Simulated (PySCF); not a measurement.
**NMR shielding calculation of C3H13NSi2**

System: C3H13NSi2, SMILES CCCN([SiH3])[SiH3].
Method: GIAO BHandHLYP/pcSseg-1 NMR shielding, non-relativistic, gas phase (PySCF 2.14.0).

The geometry comes from this level: GFN2-xTB. It belongs to a series of runs on one base structure; here: BHandHLYP/pcSseg-1; level_shift 0.1. Figures and captions count atoms from 1; the log counts them from 0 in places.

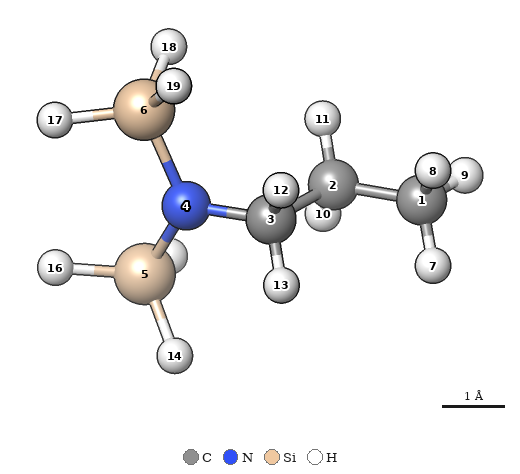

The structure as given in the input (ball-and-stick view, seen at a tilt; atoms are numbered from 1 in the order of the input). Bond lengths as drawn: C–C 1.52 to 1.53 Å, C–H 1.09 Å, C–N 1.45 Å, H–Si 1.46 to 1.47 Å and N–Si 1.74 Å.

## Results in brief

| quantity | value |
| --- | --- |
| outcome | converged |
| total energy | −755.741720 hartree |
| HOMO | −8.04 eV |
| LUMO | 1.29 eV |
| dipole moment | 0.78 D |
| isotropic shielding, C | 129.1 to 173.2 ppm |
| isotropic shielding, N | 253.2 ppm |
| isotropic shielding, Si | 402.9 ppm |
| isotropic shielding, H | 27.3 to 31.1 ppm |
| hardware | 1 CPU thread, shared host |
| wall time | 31 s |
| peak memory | 0.78 GiB |

## Notes

Settings chosen away from the usual ones: BHandHLYP/pcSseg-1; level_shift 0.1.

## Input
```
{"job": {"kind": "nmr", "xc": "BHandHLYP", "basis": "pcSseg-1", "pop": true, "scf": {"level_shift": 0.1}}, "charge": 0, "multiplicity": 1}
C     -2.699258    -0.244988     0.184260
C     -1.213687    -0.568372     0.094406
C     -0.360738     0.697522     0.021955
N      1.060077     0.424661    -0.065158
Si     1.698557     0.031606    -1.630676
Si     1.893401     0.070903     1.415946
H     -3.016332     0.326549    -0.685346
H     -2.908809     0.343827     1.074874
H     -3.288750    -1.157774     0.229852
H     -1.017212    -1.173686    -0.793482
H     -0.906147    -1.147543     0.967585
H     -0.550485     1.306820     0.911314
H     -0.664714     1.280461    -0.853175
H      1.026144     0.920279    -2.580986
H      1.450053    -1.365083    -2.017827
H      3.134370     0.278855    -1.569524
H      3.309190     0.314328     1.165804
H      1.698403    -1.314842     1.867569
H      1.346132     0.985728     2.419951
```

The first line tells a small driver script what to run in PySCF; the rest is the geometry in Å.

Launched with:
```bash
OMP_NUM_THREADS=1 python <driver script> task.json out
```

## What the program printed
```
final grid: 138304 points
cycle   1  E = -755.6981916398  dE =  4.008e-01  |g| = 4.011e-01  |ddm| = 3.658e+00
cycle   2  E = -755.7239516063  dE = -2.576e-02  |g| = 2.929e-01  |ddm| = 5.265e-01
cycle   3  E = -755.7412100022  dE = -1.726e-02  |g| = 4.284e-02  |ddm| = 2.129e-01
cycle   4  E = -755.7416559887  dE = -4.460e-04  |g| = 1.597e-02  |ddm| = 5.918e-02
cycle   5  E = -755.7417168649  dE = -6.088e-05  |g| = 2.830e-03  |ddm| = 1.788e-02
cycle   6  E = -755.7417194673  dE = -2.602e-06  |g| = 7.550e-04  |ddm| = 5.674e-03
cycle   7  E = -755.7417197036  dE = -2.363e-07  |g| = 1.730e-04  |ddm| = 1.759e-03
cycle   8  E = -755.7417197260  dE = -2.242e-08  |g| = 5.857e-05  |ddm| = 6.493e-04
cycle   9  E = -755.7417197288  dE = -2.712e-09  |g| = 2.280e-05  |ddm| = 2.225e-04
cycle  10  E = -755.7417197291  dE = -3.452e-10  |g| = 5.661e-06  |ddm| = 7.556e-05
level shift removed, Fock matrix diagonalised once more
converged SCF energy = -755.7417197291

GIAO shielding tensors (ppm)
atom      isotropic    diamagn.    paramagn.     s11        s22        s33       span
  0 C      173.226     245.118     -71.892    165.042    167.203    187.434     22.391
  1 C      157.676     249.678     -92.002    144.431    159.704    168.893     24.461
  2 C      129.130     244.808    -115.677    104.439    120.844    162.107     57.668
  3 N      253.221     330.718     -77.497    231.979    252.036    275.649     43.670
  4 Si     402.881     879.602    -476.721    350.251    378.166    480.224    129.973
  5 Si     402.894     879.596    -476.702    350.453    378.113    480.115    129.662
  6 H       31.079      29.623       1.456     26.549     29.386     37.302     10.753
  7 H       31.069      29.599       1.470     26.546     29.354     37.307     10.762
  8 H       30.641      28.086       2.555     26.055     27.809     38.059     12.004
  9 H       30.382      33.611      -3.229     25.332     31.282     34.533      9.201
 10 H       30.387      33.612      -3.225     25.341     31.285     34.535      9.193
 11 H       29.025      33.351      -4.326     24.092     29.886     33.096      9.004
 12 H       29.032      33.361      -4.329     24.105     29.901     33.091      8.986
 13 H       27.561      30.595      -3.034     24.380     25.745     32.558      8.178
 14 H       27.345      30.521      -3.175     23.585     25.625     32.826      9.241
 15 H       27.409      30.290      -2.881     23.655     25.942     32.629      8.974
 16 H       27.410      30.280      -2.871     23.656     25.945     32.628      8.973
 17 H       27.346      30.510      -3.164     23.585     25.626     32.827      9.241
 18 H       27.564      30.590      -3.026     24.384     25.746     32.562      8.178
```

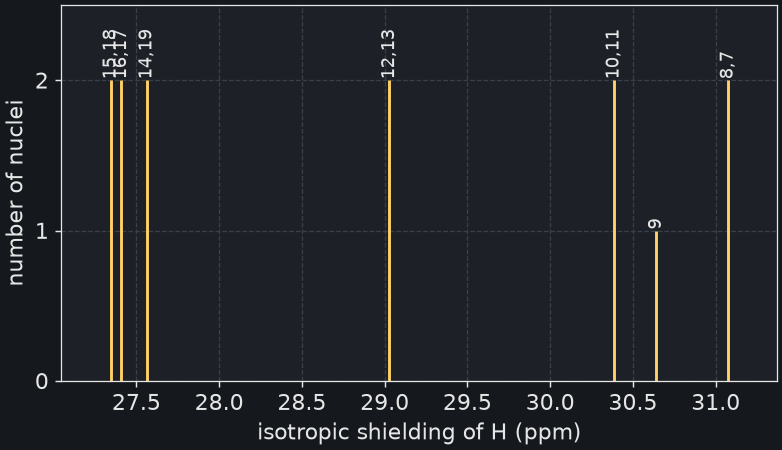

Isotropic shieldings of the hydrogen nuclei in this fixed geometry, labelled by atom number; shielding grows to the right, so chemical shift grows to the left. The least shielded is H15 (27.3 ppm), the most shielded H7 (31.1 ppm).

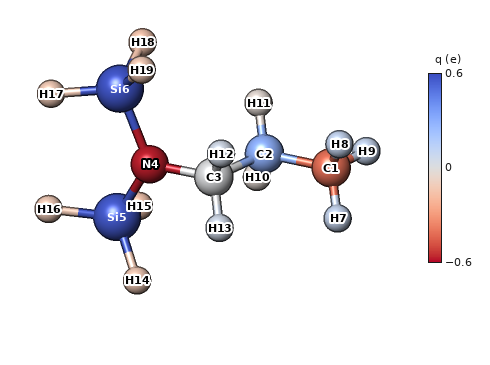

ESP-fitted charges, as the colour of each atom (ball-and-stick view, seen at a tilt; atoms are numbered from 1 in the order of the input). By element: C −0.41 to +0.29, N −0.57, Si +0.56 to +0.57 and H −0.14 to +0.09 e.
